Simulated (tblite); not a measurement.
# Frequency calculation of C5H8N2OSi

System: C5H8N2OSi.
Method: GFN2-xTB harmonic vibrations, gas phase (tblite 0.8.0).

It belongs to a series of runs on one base structure; here: CH3 replaced by SiH3.

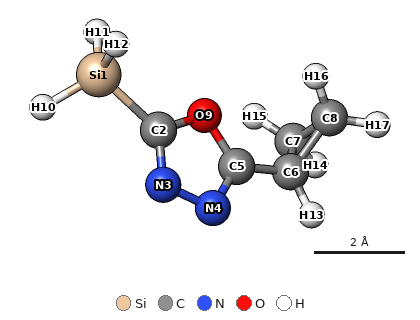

Fig. 1: The input geometry (ball-and-stick view, seen at a tilt; atoms are numbered from 1 in the order of the input). Bond lengths as drawn: C–C 1.46 to 1.51 Å, C–H 1.08 Å, C–N 1.29 to 1.30 Å, C–O 1.35 to 1.36 Å, C–Si 1.88 Å, H–Si 1.46 Å and N–N 1.35 Å.

## Summary

- outcome: converged
- total energy: −718.2986 eV
- zero-point energy: 75.5910 kcal/mol
- hardware: 1 CPU thread, shared host
- peak memory: 0.18 GiB

## Input file
```
{"job": {"kind": "ir", "xc": "GFN2-xTB", "basis": "xTB"}, "charge": 0, "multiplicity": 1}
Si     3.335042     0.591255    -0.415986
C      1.699958    -0.313828    -0.583170
N      1.472063    -1.443663    -1.169454
N      0.158917    -1.714850    -1.045754
C     -0.367572    -0.733632    -0.381528
C     -1.763932    -0.607568     0.007769
C     -2.099149    -0.031421     1.361655
C     -2.385068     0.759876     0.132558
O      0.556510     0.196733    -0.054841
H      4.383079    -0.413257    -0.287634
H      3.220403     1.426463     0.781674
H      3.516945     1.430143    -1.601341
H     -2.364562    -1.421335    -0.373086
H     -2.921717    -0.475774     1.899996
H     -1.277579     0.278660     1.989339
H     -1.760694     1.613648    -0.083459
H     -3.409642     0.870578    -0.186646
```

The first line tells a small driver script what to run in tblite; the rest is the geometry in Å.

Launch command:
```bash
OMP_NUM_THREADS=1 python <driver script> task.json out
```

## Output
```
mode    cm-1     km/mol
  1     -18.8      0.22
  2      57.4      2.36
  3      98.7      1.43
  4     106.2      0.18
  5     191.2      0.05
  6     204.3      1.47
  7     396.5      1.99
  8     403.5      4.47
  9     448.2     20.58
 10     542.2     63.18
 11     551.2     68.01
 12     666.0      3.13
 13     688.1      3.00
 14     719.4      4.94
 15     753.5    167.32
 16     769.6    210.63
 17     784.9    423.77
 18     802.5      2.50
 19     867.8      4.64
 20     951.9      0.34
 21     961.3      0.82
 22     969.7      2.22
 23    1018.7     13.08
 24    1041.8     22.18
 25    1070.9      7.05
 26    1072.8      8.85
 27    1085.5      1.25
 28    1137.4     22.96
 29    1152.2      0.28
 30    1158.6     28.46
 31    1230.7      0.58
 32    1283.7     68.78
 33    1356.1      9.84
 34    1428.4      0.38
 35    1475.2      2.85
 36    1504.9     27.94
 37    1562.1     98.21
 38    2266.5    284.68
 39    2273.1    211.40
 40    2329.4    254.82
 41    3086.4      3.17
 42    3093.6     10.44
 43    3095.1     20.93
 44    3100.5      2.82
 45    3119.5     44.68
```

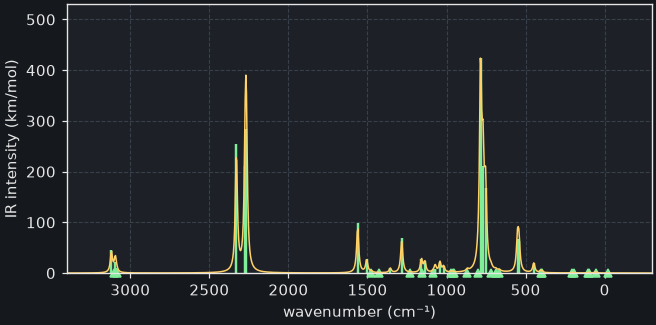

Fig. 2: Harmonic infrared spectrum, unscaled: sticks (degenerate modes added up, dark ones marked on the axis) with a Lorentzian envelope of 16 cm⁻¹ full width, scaled to the tallest stick; imaginary modes are drawn at negative wavenumbers. 45 modes from 19i to 3120 cm⁻¹, 1 imaginary beyond 8i (19i cm⁻¹): not a clean minimum; so soft a mode can be a shallow saddle, an incomplete relaxation or noise of the force constants. The strongest line is at 785 cm⁻¹ (424 km/mol).
